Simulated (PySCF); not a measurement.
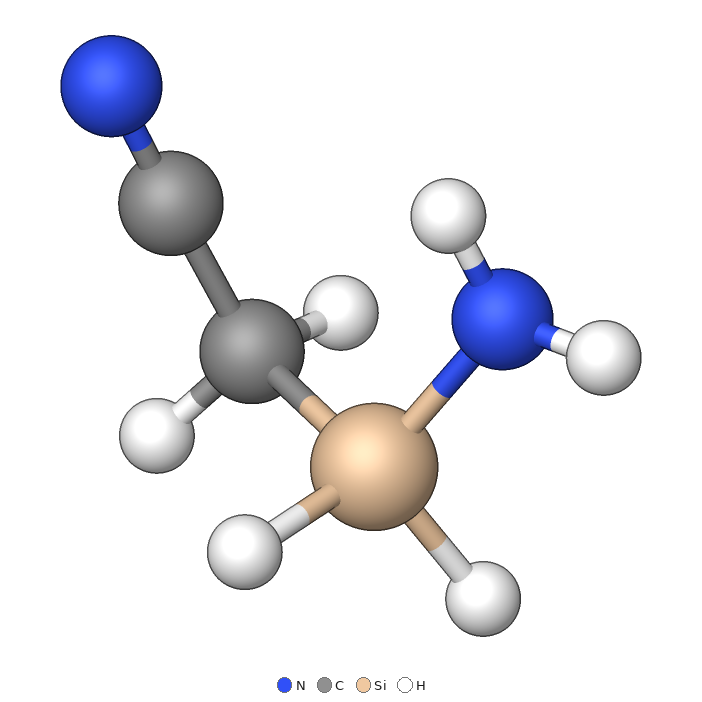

(Drawn from a calculation with PySCF.)

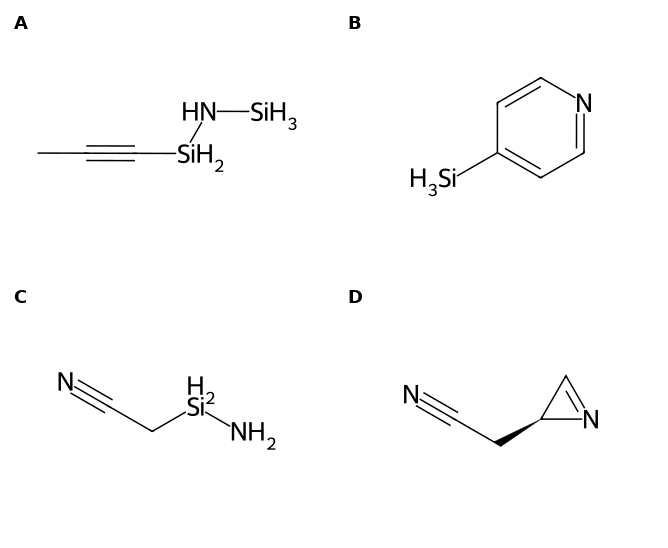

Which structural formula matches the 3D model?

Answer. C, `N#CC[SiH2]N`.
